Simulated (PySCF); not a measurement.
# Ir: dipole response in x2c-TZVPPall plus 1 even-tempered diffuse shell per l

Aim: the static polarisability and the C₆ coefficient of Ir, method by method.

Program: PySCF 2.14.0. Level of theory: unrestricted determinants in a Gaussian basis, no spin-orbit coupling in the energies. These are calculated values, not measurements, unless marked.

### Step 1. What is computed

```
Element     : iridium (Z = 77)
Basis       : x2c-TZVPPall with one added diffuse shell each of s, p, d, f type (12s8p8d4f1g, 113 functions)
Hamiltonian : the spin-free X2C one-electron Hamiltonian (Gaussian nucleus)
State 1     : Ir: [Xe] 4f14 5d7 6s2, high-spin 4F determinant
Methods     : BP86
```

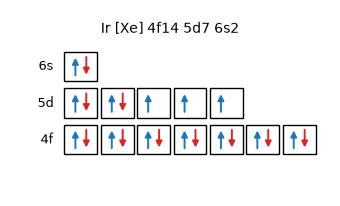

The shells outside the core, filled by Hund's rule for the drawing.

One driver process ran all states and methods and kept the integrals in memory. Each run is shown as a PySCF script that sums up its settings (the driver passes frozen orbitals as a list and adds second-order terms of double hybrids); the logs are those of the runs themselves. The driver starts from symmetry-adapted Hartree-Fock orbitals, holds the occupation by maximum overlap and uses a logarithmic radial grid for functionals, so a plain start would take other cycles.

The integrals over 113 functions and the set-up took 13 s of CPU time.

### Step 2. Ir: BP86

#### BP86

File input.py:

```python
from pyscf import gto, scf, dft, mp, cc
import basis_set_exchange as bse
mol = gto.M(atom="Ir 0 0 0", charge=0, spin=3, symmetry="D2h",
            basis=gto.basis.parse(bse.get_basis("x2c-TZVPPall", elements=["Ir"], fmt="nwchem", augment_diffuse=1)),
            nucmod="G")
mf = dft.UKS(mol, xc="B88,P86").sfx2c1e()
mf.irrep_nelec = {'Ag': (12, 11), 'B1g': (3, 3), 'B2g': (3, 2), 'B3g': (3, 2), 'Au': (1, 1), 'B1u': (6, 6), 'B2u': (6, 6), 'B3u': (6, 6)}
mf.kernel()
```

The log of the run:

```text
damping factor = 0
level_shift factor = 0
DIIS = <class 'pyscf.scf.diis.CDIIS'>
diis_start_cycle = 1
diis_space = 10
diis_damp = 0
SCF conv_tol = 1e-09
SCF conv_tol_grad = None
number electrons alpha = 40  beta = 37
XC functionals = B88,P86
    A. D. Becke.,  Phys. Rev. A 38, 3098 (1988)
    J. P. Perdew.,  Phys. Rev. B 33, 8822 (1986)
cycle= 1 E= -17831.6503923929  delta_E= -0.0365  |g|= 0.289  |ddm|= 0.652
cycle= 2 E= -17831.6437335288  delta_E= 0.00666  |g|= 0.35  |ddm|= 0.328
cycle= 3 E= -17831.6567509239  delta_E= -0.013  |g|= 0.0306  |ddm|= 0.232
cycle= 4 E= -17831.6570128945  delta_E= -0.000262  |g|= 0.00112  |ddm|= 0.038
cycle= 5 E= -17831.6570135087  delta_E= -6.14e-07  |g|= 0.0002  |ddm|= 0.00261
cycle= 6 E= -17831.6570135269  delta_E= -1.83e-08  |g|= 5.92e-06  |ddm|= 0.000412
cycle= 7 E= -17831.657013527  delta_E= -1.09e-11  |g|= 8.47e-07  |ddm|= 1.25e-05
converged SCF energy = -17831.657013527  <S^2> = 3.7551645  2S+1 = 4.0025814
```

It used 59 s of CPU time after the integrals (shared host).

Orbital energies by shell (radii are means over both spins):

```tsv
shell	electrons	mean orbital energy (eV)	spread (eV)	rms radius (bohr)
1s β	1	-75866.8	0	0.0197
1s α	1	-75866.8	0	0.0197
2s α	1	-13272.5	0	0.0796
2s β	1	-13272.3	0	0.0796
2p α	3	-11578.9	0	0.0727
2p β	3	-11578.8	0	0.0727
3s α	1	-3106.4	0	0.203
3s β	1	-3106.4	0	0.203
3p α	3	-2608.5	0	0.205
3p β	3	-2608.4	0	0.205
3d α	5	-2038.1	0.093	0.187
3d β	5	-2038.0	0.005	0.187
4s α	1	-662.89	0	0.450
4s β	1	-662.72	0	0.450
4p α	3	-498.53	0	0.479
4p β	3	-498.37	0	0.479
4d α	5	-290.90	0.241	0.515
4d β	5	-290.70	0.095	0.515
5s α	1	-98.396	0	1.04
5s β	1	-97.033	0	1.04
4f α	7	-62.805	0.341	0.593
4f β	7	-62.495	0.081	0.593
5p α	3	-55.831	0	1.20
5p β	3	-54.117	0	1.20
5d α	5	-8.082	0.753	1.89
6s α	1	-6.888	0	3.11
5d β	2	-6.639	0	1.89
6s β	1	-5.960	0	3.11
```

⟨S²⟩ = 3.755, ⟨L²⟩ = 12.01.

The driver then solved the coupled dipole response at imaginary frequencies: mean α = 46.45 bohr³, C₆ = 503.5 au for a like pair.

Spin-orbit coupling, absent here, splits the open shell strongly.

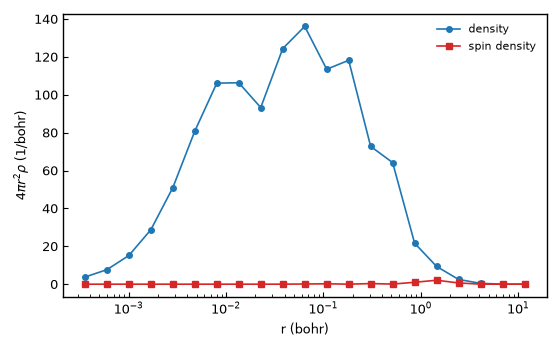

Radial density 4πr²ρ of Ir at BP86, without picture-change correction, at 21 stored radii joined by straight lines.

### Step 3. The response side by side

Ir, in atomic units:

```tsv
method	mean α	C₆ (like pair)	S(−4)
BP86	46.45	503.5	743.6
```

Reference α: 54 ± 7 bohr³ (recommended; Schwerdtfeger and Nagle, table of static dipole polarizabilities (2023 update)). Published C₆: 522.0 (Gould and Bucko (2016)).

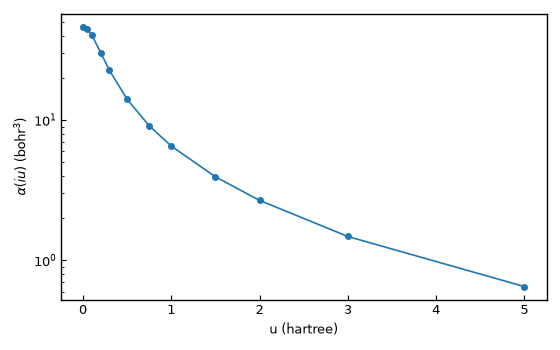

α(iu) of Ir, the polarisability at imaginary frequency, on a logarithmic scale.

### Step 4. Results

| quantity | value |
| --- | --- |
| α of Ir | 46.45 (BP86) bohr³; reference 54.00 |

What this shows: For Ir BP86 differs from the reference by -14 %. All values hold for this basis alone; no basis-set limit was taken.
